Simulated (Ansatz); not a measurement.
**BF3: inputs that go wrong**

Aim: try 5 inputs for BF3 as typed, read how each ends, and find what has to change.

Method: the settings change from run to run; program: Ansatz 0.2.0, Gaussian basis.

## 1. The geometry

The geometry comes from an earlier relaxation with PBE-D4 in a triple-zeta def2 set; it is a stationary point.

4 atoms, charge 0, spin multiplicity 1.

Atoms are counted from 1 here; the program's logs count them from 0.

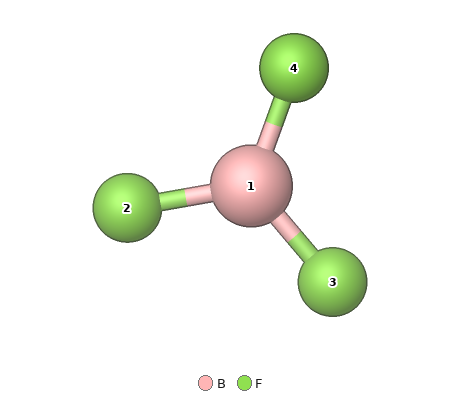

The geometry (boron pink, fluorine green); atoms are numbered from 1 in the order of the file.

## 2. Attempt 1

in.yaml

```yaml
crystal:
  periodic: [false, false, false]
  atoms:
    - {symbol: D, position_ang: [0.000022, 0.000010, 0.000017]}
    - {symbol: F, position_ang: [1.325346, -0.028131, 0.013642]}
    - {symbol: F, position_ang: [-0.638224, 1.161827, -0.017670]}
    - {symbol: F, position_ang: [-0.687144, -1.133696, 0.004012]}
basis:
  gaussian: {orbitals: def2-SVP}
total_charge: -1
magnetization: {spin_polarized: true, initial_magnetization: 1}
hamiltonian: {xc: {name: BLYP}, dispersion: d3bjatm}
scf: {omitted_lower_state_checks: [starts]}
```

Started as:

```bash
$ ansatz run in.yaml --threads 2 --pin off --events-out ev --progress --plain --max-ram 4352MiB
```

The log of the run:

```text
Error: YAML parse error: error: line 4 column 16: `D` is not an element symbol (H … Og, case-exact)
 --> <input>:4:16
  |
2 |   periodic: [false, false, false]
3 |   atoms:
4 |     - {symbol: D, position_ang: [0.000022, 0.000010, 0.000017]}
  |                ^ `D` is not an element symbol (H … Og, case-exact)
5 |     - {symbol: F, position_ang: [1.325346, -0.028131, 0.013642]}
6 |     - {symbol: F, position_ang: [-0.638224, 1.161827, -0.017670]}
  |
```

Wall time 0.05 s (2 threads of Intel Xeon Platinum 8259CL at 2.50GHz, shared host).

**Diagnosis.** The program refused the input. An element symbol is wrong. It also asks for charge -1 and multiplicity 2, another species or state than the molecule above. To mend it, correct the symbol, and set charge and spin to those of the species named.

## 3. Attempt 2

in.yaml

```yaml
crystal:
  periodic: [false, false, false]
  atoms:
    - {symbol: B, position_ang: [-0.026790, 0.092320, 0.134625]}
    - {symbol: F, position_ang: [1.261334, 0.027939, 0.066349]}
    - {symbol: F, position_ang: [-0.781330, 1.199462, -0.022491]}
    - {symbol: F, position_ang: [-0.819033, -1.250312, -0.070790]}
basis:
  gaussian: {orbitals: def2-TZVPPP, fitting: {mean_field: cc-pVTZ-jkfit}}
hamiltonian: {xc: {name: BHLYP}}
accuracy: high
scf: {omitted_lower_state_checks: [starts]}
```

Same command.

The log of the run:

```text
Error: <dir> can't be read: No such file or directory (os error 2)
```

It took 0.05 s on 2 threads of Intel Xeon Platinum 8259CL at 2.50GHz, shared host.

Diagnosis: The run ended at the input check. The line that matters: «<dir> can't be read: No such file or directory (os error 2)» No basis of that name is known. Remedy: name a listed orbital basis. Its coordinates are also moved off the relaxed structure.

## 4. Attempt 3

in.yaml

```yaml
crystal:
  periodic: [false, false, false]
  atoms:
    - {symbol: B, position_ang: [0.000022, 0.000010, 0.000017]}
    - {symbol: F, position_ang: [1.325346, -0.028131, 0.013642]}
    - {symbol: F, position_ang: [-0.638224, 1.161827, -0.017670]}
    - {symbol: F, position_ang: [-0.687144, -1.133696, 0.004012]}
basis:
  gaussian: {orbitals: def2-SVPD, nuclear_model: gaussian}
hamiltonian: {xc: {name: HF}}
correlation: {active_space: {window: {electrons: 3, orbitals: 2}}}
scf: {omitted_lower_state_checks: [starts]}
output: {forces: true}
```

Launched as before.

The log of the run:

```text
Functional definition: HF
  name "HF"
  cite "Fock, Z. Phys. 61, 126 (1930) doi:10.1007/BF01340294"
  parent pbe
  exchange = exact_x
  correlation = 0
these checks for a lower state are left out or cut short: starts
862 factors; integrals over basis functions are off by at most 3.9e-4 eV
mean field evaluation 1: about -8785.5345 eV, gradient 3.7e1 eV
mean field evaluation 2: about -8785.5374 eV, gradient 3.7e1 eV
mean field evaluation 4: about -8787.8281 eV, gradient 2.1e0 eV
mean field evaluation 8: about -8787.8385 eV, gradient 6.5e-2 eV
mean field -8787.83849625 eV, -322.9471081265 hartree, gradient 1.2e-6 eV, S^2 0.000000; 0 other end points of the search recorded, 0 dependent functions left out
reference -8787.83849625 eV, -322.9471081265 hartree; 16, 16 occupied and 73, 73 virtual orbitals, 862 factors
Error: 3 electrons in 2 orbitals form no window around the highest filled level of the reference
```

Wall time 0.85 s (2 threads of Intel Xeon Platinum 8259CL at 2.50GHz, shared host).

Diagnosis: The run stopped with an error. The active space doesn't fit the electrons. Fix: choose a window whose electrons and orbitals fit the reference.

## 5. Attempt 4

in.yaml

```yaml
crystal:
  periodic: [false, false, false]
  atoms:
    - {symbol: B, position_ang: [0.000022, 0.000010, 0.000017]}
    - {symbol: F, position_ang: [1.325346, -0.028131, 0.013642]}
    - {symbol: F, position_ang: [-0.638224, 1.161827, -0.017670]}
    - {symbol: F, position_ang: [-0.687144, -1.133696, 0.004012]}
basis:
  gaussian: {orbitals: aug-cc-pVDZ}
hamiltonian: {xc: {name: PBE0}, dispersion: d4}
scf: {omitted_lower_state_checks: [starts]}
output: {forces: true}
```

The command is unchanged.

The log of the run, cut to the lines that bear on the results:

```text
Functional definition: PBE0
  name "PBE0"
  cite "Adamo & Barone, J. Chem. Phys. 110, 6158 (1999) doi:10.1063/1.478522"
  cite "Perdew, Burke & Ernzerhof, Phys. Rev. Lett. 77, 3865 (1996) doi:10.1103/PhysRevLett.77.3865"
  parent pbe
[...]
747 factors; their error is unknown
[...]
mean field -8823.96467683 eV, -324.2747207754 hartree, gradient 1.6e-5 eV, S^2 0.000000; 0 other end points of the search recorded, 0 dependent functions left out
[...]
reference -8823.96470839 eV, -324.2747219351 hartree; 16, 16 occupied and 76, 76 virtual orbitals, 747 factors
Total energy: -8823.99763116 eV, -324.2759318247 hartree
Atom 0 at     0.000022     0.000010     0.000017 Å, force    -0.000734    -0.000278    -0.000377 eV/Å
Atom 1 at     1.325346    -0.028131     0.013642 Å, force    -0.108689     0.002454    -0.000996 eV/Å
Atom 2 at    -0.638224     1.161827    -0.017670 Å, force     0.052748    -0.095233     0.001577 eV/Å
Atom 3 at    -0.687144    -1.133696     0.004012 Å, force     0.056676     0.093057    -0.000203 eV/Å
Dipole moment:     0.000042     0.000014     0.000021 e Å
Checks for a lower state left out: starts
```

Run time: 1.8 s. Hardware: 2 threads of Intel Xeon Platinum 8259CL at 2.50GHz, shared host.

The program accepted this input and the run converged.

## 6. Attempt 5

in.yaml

```yaml
crystal:
  periodic: [false, false, false]
  atoms:
    - {symbol: B, position_ang: [0.000022, 0.000010, 0.000017]}
    - {symbol: F, position_ang: [1.325346, -0.028131, 0.013642]}
    - {symbol: F, position_ang: [-0.638224, 1.161827, -0.017670]}
    - {symbol: F, position_ang: [-0.687144, -1.133696, 0.004012]}
basis:
  gaussian: {orbitals: def2-SVP, final_grid: {core_spheres: 1, valence_spheres: 1, degree: 5}}
magnetization: {spin_polarized: true, initial_magnetization: 2}
hamiltonian: {xc: {name: wB97M-V}}
scf: {omitted_lower_state_checks: [starts]}
output: {forces: true}
```

Launched as before.

The log of the run, cut to the lines that bear on the results:

```text
Functional definition: wB97M-V
  name "wB97M-V"
  cite "Mardirossian & Head-Gordon, J. Chem. Phys. 144, 214110 (2016) doi:10.1063/1.4952647"
  cite "Becke, J. Chem. Phys. 107, 8554 (1997) doi:10.1063/1.475007"
  cite "Vydrov & Van Voorhis, J. Chem. Phys. 133, 244103 (2010) doi:10.1063/1.3521275"
  # Of w^i u^j: cxij and so on, Table III.
[...]
  gx(w, u) = 1 - cx + cx01*u + cx10*w
  gss(w, u) = css00 + css04*u^4 + css10*w + css20*w^2 + css43*w^4*u^3
  gos(w, u) = cos00 + cos10*w + (cos20 + cos21*u)*w^2 + (cos60 + cos61*u)*w^6
[...]
      + integral(e_c_pw_mod_opposite_spin*gos(b97_w_opposite, b97_u_opposite)) + vv10(b, c)
[...]
525 factors; integrals over basis functions are off by at most 7.3e-4 eV
112 factors; integrals over basis functions are off by at most 5.0e-6 eV
[...]
mean field -8792.18803055 eV, -323.1069505635 hartree, gradient 2.1e-5 eV, S^2 2.009154; 0 other end points of the search recorded, 0 dependent functions left out
[...]
reference -8792.18808545 eV, -323.1069525813 hartree; 17, 15 occupied and 39, 41 virtual orbitals, 525 factors
Total energy: -8792.18808545 eV, -323.1069525813 hartree
Atom 0 at     0.000022     0.000010     0.000017 Å, force     1.860451    -0.039646     0.019858 eV/Å
Atom 1 at     1.325346    -0.028131     0.013642 Å, force    -4.668237     0.099143    -0.048282 eV/Å
Atom 2 at    -0.638224     1.161827    -0.017670 Å, force     1.364955    -1.856700     0.031468 eV/Å
Atom 3 at    -0.687144    -1.133696     0.004012 Å, force     1.442830     1.797203    -0.003044 eV/Å
Dipole moment:     0.008715    -0.000201     0.000015 e Å
Checks for a lower state left out: starts
```

It took 12 s on 2 threads of Intel Xeon Platinum 8259CL at 2.50GHz, shared host.

**Diagnosis.** It ended without an error, which proves nothing about the input. The integration grid is far too coarse. It also asks for charge 0 and multiplicity 3, another species or state than the molecule above. Its energy carries the error of the grid. Fix: drop final_grid and take the default grid, and set charge and spin to those of the species named.

## 7. How the tries ended

```csv
attempt,level,ended,cause,time
1,BLYP/def2-SVP,refused,an element symbol is wrong,0.05 s
2,BHLYP/def2-TZVPPP,refused,no basis of that name is known,0.05 s
3,HF/def2-SVPD,stopped by an error,the active space doesn't fit the electrons,0.85 s
4,PBE0/aug-cc-pVDZ,converged,,1.8 s
5,wB97M-V/def2-SVP,converged,the integration grid is far too coarse,12 s
```

In words: 2 refused, 1 stopped by an error, 2 converged. A refusal costs next to no computing time. The dangerous case is the input that converges on a wrong geometry, charge, spin, basis or grid: often only a look at the input shows it.
